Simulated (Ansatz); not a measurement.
# BH3O (SMILES BO): wB97M-V/STO-3G

What is the electronic atomisation energy of BH3O at wB97M-V/STO-3G? 

Program for the calculation: Ansatz 0.2.0.

46 further runs of the same task are left out: 46 set aside as unsound or not needed.

### 1 The molecule

The species is BH3O (5 atoms), meant as a singlet with charge 0. SMILES: `BO`. Geometry: relaxed at PBE0-D4/def2-TZVP.

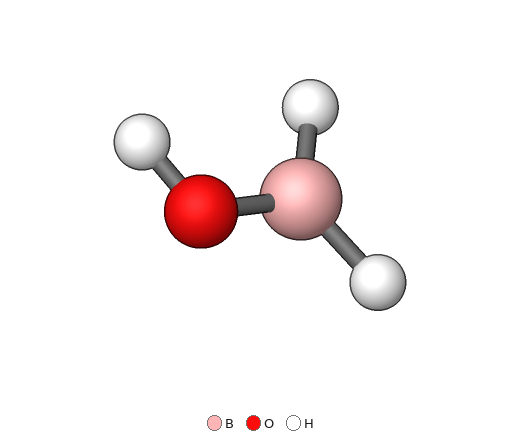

The structure, seen from a chosen angle (boron pink, oxygen red, hydrogen white).

### 2 The energy at wB97M-V/STO-3G

Input file input.yaml:

```yaml
crystal:
  periodic: [false, false, false]
  atoms:
    - {symbol: B, position_ang: [-0.226600, -0.352800, 0.074700]}
    - {symbol: O, position_ang: [0.413500, 0.801800, 0.345900]}
    - {symbol: H, position_ang: [-0.820300, -0.865500, 0.977800]}
    - {symbol: H, position_ang: [-0.190600, -0.828900, -1.028100]}
    - {symbol: H, position_ang: [0.874000, 1.171800, -0.411700]}
basis:
  gaussian: {orbitals: STO-3G}
hamiltonian: {xc: {name: wB97M-V}}
accuracy: high
```

On the command line:

```bash
$ ansatz run input.yaml --threads 1 --pin off --max-ram 2610MiB --events-out events.jsonl --progress --plain --runs-dir runs
```

Log:

```text
Warning: RAYON_NUM_THREADS=1 ignored (pool sized by the plan → 1); use --threads N
Functional definition: wB97M-V
  name "wB97M-V"
  parameter omega = 0.3/bohr
  parameter cx = 0.15
  parameter cx01 = 1.007
  parameter cx10 = 0.259
  parameter css00 = 0.443
  parameter css04 = -1.437
  parameter css10 = -4.535
  parameter css20 = -3.390
  parameter css43 = 4.278
  parameter cos00 = 1.000
  parameter cos10 = 1.358
  parameter cos20 = 2.924
  parameter cos21 = -8.812
  parameter cos60 = -1.390
  parameter cos61 = 9.142
  parameter b = 6.0
  parameter c = 0.01
  gx(w, u) = 1 - cx + cx01*u + cx10*w
  gss(w, u) = css00 + css04*u^4 + css10*w + css20*w^2 + css43*w^4*u^3
  gos(w, u) = cos00 + cos10*w + (cos20 + cos21*u)*w^2 + (cos60 + cos61*u)*w^6
  exchange = spin_sum(e_x_unif_sr(omega)*gx(b97_w, b97_u_x)) + cx*exact_x_sr(omega) + exact_x_lr(omega)
  correlation = spin_sum(e_c_pw_mod_same_spin*gss(b97_w, b97_u_same))
      + integral(e_c_pw_mod_opposite_spin*gos(b97_w_opposite, b97_u_opposite)) + vv10(b, c)
207 factors; integrals over basis functions are off by at most 3.6e-8 eV
120 factors; integrals over basis functions are off by at most 8.5e-10 eV
mean field evaluation 1: about -2734.3445 eV, gradient 1.7e1 eV
mean field evaluation 2: about -2734.9486 eV, gradient 1.3e1 eV
mean field evaluation 4: about -2735.3840 eV, gradient 2.3e-1 eV
mean field evaluation 8: about -2735.3459 eV, gradient 7.2e-4 eV
mean field evaluation 16: about -2735.3459 eV, gradient 3.8e-8 eV
mean field -2735.34589637 eV, -100.5221076076 hartree, gradient 3.8e-8 eV, S^2 0.000000; 0 other end points of the search recorded, 0 dependent functions left out
reference -2735.34589855 eV, -100.5221076878 hartree; 8, 8 occupied and 5, 5 virtual orbitals, 207 factors
Total energy: -2735.34589855 eV, -100.5221076878 hartree
```

Wall time 11 s (1 thread of Arm Neoverse V1, shared host); peak memory 0.21 GiB.

### 3 The B atom

Input file input.yaml:

```yaml
crystal:
  periodic: [false, false, false]
  atoms:
    - {symbol: B, position_ang: [0.000000, 0.000000, 0.000000]}
basis:
  gaussian: {orbitals: STO-3G}
magnetization: {spin_polarized: true, initial_magnetization: 1}
hamiltonian: {xc: {name: wB97M-V}}
accuracy: high
```

Run the same way, it converges to -24.27434 Eh (log not shown).

### 4 The H atom, same level

Input file molecule.yaml:

```yaml
crystal:
  periodic: [false, false, false]
  atoms:
    - {symbol: H, position_ang: [0.000000, 0.000000, 0.000000]}
basis:
  gaussian: {orbitals: STO-3G}
hamiltonian: {xc: {name: wB97M-V}}
accuracy: high
magnetization: {spin_polarized: true, initial_magnetization: 1}
```

On the command line:

```bash
$ ansatz run molecule.yaml --threads 1 --pin off --max-ram 2610MiB --events-out events.jsonl --progress --plain --runs-dir runs
```

Log (excerpt; [...] marks lines left out):

```text
Warning: RAYON_NUM_THREADS=1 ignored (pool sized by the plan → 1); use --threads N
[... 2 set-up lines as earlier in the session ...]
[...]
  gx(w, u) = 1 - cx + cx01*u + cx10*w
  gss(w, u) = css00 + css04*u^4 + css10*w + css20*w^2 + css43*w^4*u^3
  gos(w, u) = cos00 + cos10*w + (cos20 + cos21*u)*w^2 + (cos60 + cos61*u)*w^6
[...]
      + integral(e_c_pw_mod_opposite_spin*gos(b97_w_opposite, b97_u_opposite)) + vv10(b, c)
1 factors; integrals over basis functions are off by at most 4.6e-10 eV
1 factors; integrals over basis functions are off by at most 2.9e-10 eV
[...]
mean field -12.42314868 eV, -0.4565422933 hartree, gradient 0.0e0 eV, S^2 0.750000; 0 other end points of the search recorded, 0 dependent functions left out
reference -12.42314998 eV, -0.4565423410 hartree; 1, 0 occupied and 0, 1 virtual orbitals, 1 factors
Total energy: -12.42314998 eV, -0.4565423410 hartree
```

Wall time 0.3 s (1 thread of Arm Neoverse V1, shared host).

### 5 The O atom

Input file molecule.yaml:

```yaml
basis:
  gaussian:
    orbitals: STO-3G
crystal:
  periodic: [false, false, false]
  atoms:
    - {symbol: O, position_ang: [0.000000, 0.000000, 0.000000]}
magnetization:
  spin_polarized: true
  initial_magnetization: 2
hamiltonian:
  xc: {name: wB97M-V}
accuracy: high
```

On the command line:

```bash
$ ansatz run molecule.yaml --threads 1 --pin off --max-ram 2610MiB --events-out events.jsonl --progress --plain --runs-dir runs
```

Log (excerpt; [...] marks lines left out):

```text
Warning: RAYON_NUM_THREADS=1 ignored (pool sized by the plan → 1); use --threads N
[... 2 set-up lines as earlier in the session ...]
[...]
  gx(w, u) = 1 - cx + cx01*u + cx10*w
  gss(w, u) = css00 + css04*u^4 + css10*w + css20*w^2 + css43*w^4*u^3
  gos(w, u) = cos00 + cos10*w + (cos20 + cos21*u)*w^2 + (cos60 + cos61*u)*w^6
[...]
      + integral(e_c_pw_mod_opposite_spin*gos(b97_w_opposite, b97_u_opposite)) + vv10(b, c)
15 factors; integrals over basis functions are off by at most 1.1e-9 eV
15 factors; integrals over basis functions are off by at most 3.1e-10 eV
[...]
mean field -2014.77087902 eV, -74.0414641433 hartree, gradient 0.0e0 eV, S^2 2.000000; 0 other end points of the search recorded, 0 dependent functions left out
reference -2014.77087952 eV, -74.0414641616 hartree; 5, 3 occupied and 0, 2 virtual orbitals, 15 factors
Total energy: -2014.77087952 eV, -74.0414641616 hartree
```

Wall time 1.2 s (1 thread of Arm Neoverse V1, shared host); peak memory 0.15 GiB.

### 6 Summary of results

Level: wB97M-V/STO-3G.

| quantity | value |
| --- | --- |
| molecule: total energy | -100.52211 Eh |
| B atom: total energy | -24.27434 Eh |
| B atom: ⟨S²⟩ | 0.750 |
| H atom: total energy | -0.45654 Eh |
| H atom: ⟨S²⟩ | 0.750 |
| O atom: total energy | -74.04146 Eh |
| O atom: ⟨S²⟩ | 2.000 |
| electronic atomisation energy | 22.767 eV |

In words: Taking the molecule apart into free atoms costs 22.77 eV (2197 kJ/mol), before zero-point energy and without spin-orbit coupling. In a minimal basis such a difference can be off by several eV, whatever the method.
